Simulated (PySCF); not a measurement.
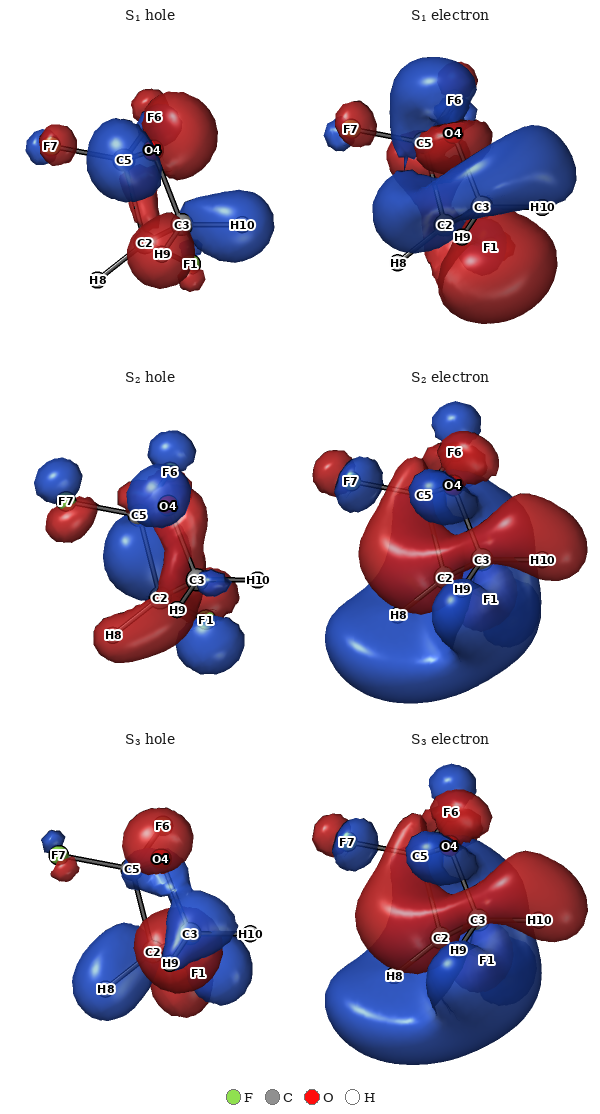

C₃H₃F₃O, SMILES `FC1COC1(F)F`. Leading natural transition orbitals (TDA singlet states).

Computed with PySCF, LC-wPBE/6-311G**, geometry: GFN2-xTB. No frequency check shows the geometry to be a minimum. Without diffuse functions Rydberg states are missing, so the states' numbers hold for this basis only.

Describe these excited states.

By state:
- S₁: 9.43 eV (132 nm), f = 0.001 (very weak); the leading pair carries 94 %; hole on O4 (53 %), C3 (13 %) and H9 and H10 (7 % each), electron on C3 (31 %), O4 (19 %) and C2 (14 %); their centroids lie 0.7 Å apart.
- S₂: 9.70 eV (128 nm), f = 0.011; the leading pair carries 91 %; hole on F1 (22 %), C2 (19 %) and O4 (16 %), electron on C2 (26 %), F1 (13 %) and C3 and C5 (12 % each); their centroids lie 0.5 Å apart.
- S₃: 9.90 eV (125 nm), f = 0.018; the leading pair carries 97 %; hole on F1 (29 %), C2 and C3 (20 % each) and O4 (15 %), electron on C2 (27 %), F1 (14 %) and C3 (13 %); their centroids lie 0.3 Å apart.
